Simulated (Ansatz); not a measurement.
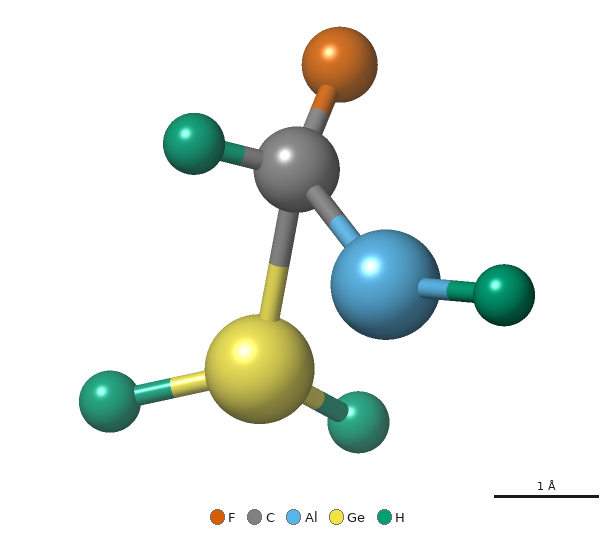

A ball-and-stick model of a molecule. Every bond is drawn as one stick, whatever its order.

Computed geometry: PBE0-D4/def2-TZVP optimisation.

Which formula does it have?

Answer. CH4AlFGe, 8 atoms: 1 carbon, 4 hydrogen, 1 aluminium, 1 fluorine and 1 germanium.

Which point group does it belong to?

Answer. C1.

How many bonds of each kind are drawn?

Answer. 2 Ge–H, 1 C–F, 1 C–Al, 1 C–H, 1 Al–H, 1 C–Ge. Sticks follow a distance rule.

More results for the same structure follow; atom numbers are the same in all pictures, views and colours differ.

Geometry

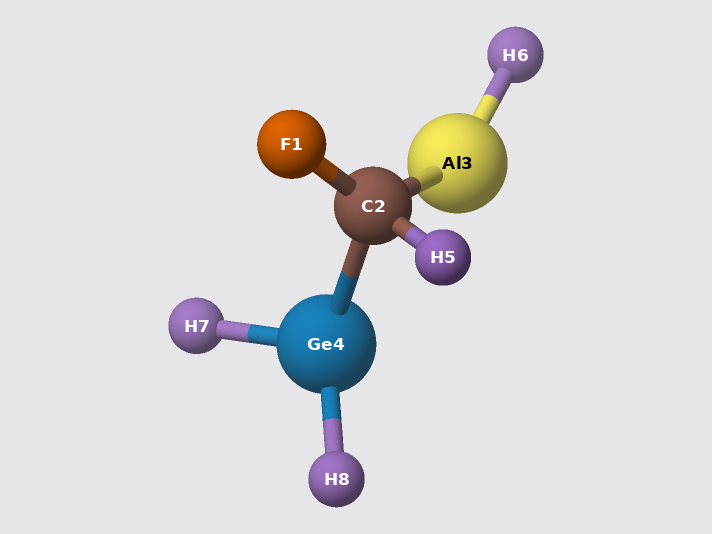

The atoms are numbered.

What is the geometry at Ge4?

Answer. Ge4 has 3 neighbours (C2 at 2.04, H7 at 1.54, H8 at 1.54 Å); the arrangement is trigonal pyramidal.

Describe the coordination of atom 3.

Answer. Al3 has 2 neighbours (C2 at 1.94, H6 at 1.58 Å); the arrangement is bent.

Vibrations

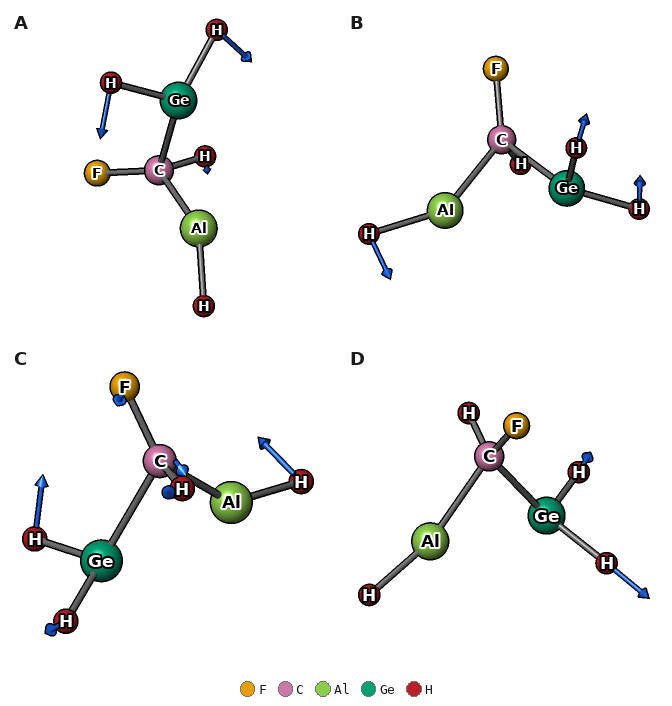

4 normal modes of one molecule or complex, as arrows. Harmonic vibrations computed with RKS PBE0-D4/def2-TZVP (Ansatz 0.2.0) at a stationary point of the same level.

Match the panels to the wavenumbers 220 cm⁻¹, 428 cm⁻¹, 848 cm⁻¹, 2109 cm⁻¹.

Answer. A: 848 cm⁻¹, H–Ge–H bending
B: 428 cm⁻¹, C–Al–H bending
C: 220 cm⁻¹, angle bending
D: 2109 cm⁻¹, in-phase stretching of 2 Ge–H bonds

Charges

The questions are on Mulliken charges. Properties computed with RKS PBE0-D4/def2-TZVP (Ansatz 0.2.0).

Give the Mulliken charges atom by atom.

```
atom  value (e)
  F1      −0.21
  C2      −0.10
 Al3       0.29
 Ge4      −0.06
  H5       0.12
  H6      −0.06
  H7       0.01
  H8       0.02
```

Thermal motion

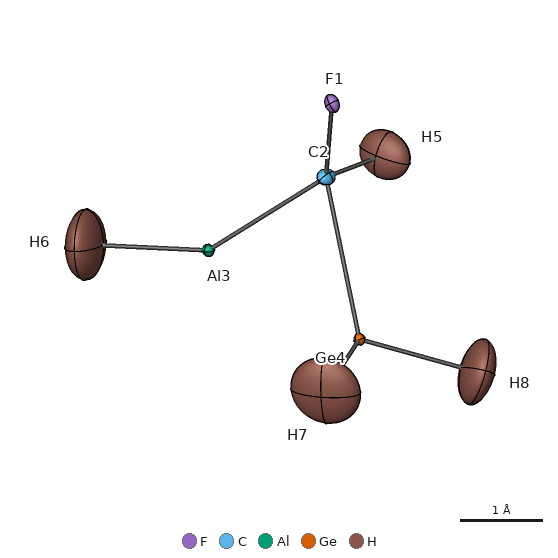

Displacement ellipsoids at the 50 % level, enlarged 1.5 times, from the internal vibrations of the free molecule (harmonic, no overall translation or rotation; no half-axis is drawn under 0.075 Å). Vibrations computed with RKS PBE0-D4/def2-TZVP (Ansatz 0.2.0). Temperature: 0 K (zero-point motion alone).

Which atom has the largest mean-square displacement?

Answer. H6, with U_eq = 0.0320 Å².

Does H6 move more along its bond or across it?

Answer. Across it: the root-mean-square amplitude is 0.098 Å along the bond and up to 0.226 Å across, since bending and torsion are softer than stretching.

List U_eq and the three principal root-mean-square amplitudes for each kind of atom.

```json
{"atom": "F1", "U_eq (Å²)": "0.0015", "rms amplitudes (Å)": "0.020, 0.041, 0.050"}
{"atom": "C2", "U_eq (Å²)": "0.0023", "rms amplitudes (Å)": "0.039, 0.046, 0.058"}
{"atom": "Al3", "U_eq (Å²)": "0.00088", "rms amplitudes (Å)": "0.015, 0.033, 0.036"}
{"atom": "Ge4", "U_eq (Å²)": "0.00020", "rms amplitudes (Å)": "0.006, 0.013, 0.020"}
{"atom": "H5", "U_eq (Å²)": "0.0163", "rms amplitudes (Å)": "0.087, 0.129, 0.158"}
{"atom": "H6", "U_eq (Å²)": "0.0320", "rms amplitudes (Å)": "0.098, 0.188, 0.226"}
{"atom": "H7", "U_eq (Å²)": "0.0267", "rms amplitudes (Å)": "0.089, 0.189, 0.191"}
{"atom": "H8", "U_eq (Å²)": "0.0259", "rms amplitudes (Å)": "0.089, 0.179, 0.194"}
```

Mulliken values depend strongly on the basis set and can even reverse the polarity of a bond.
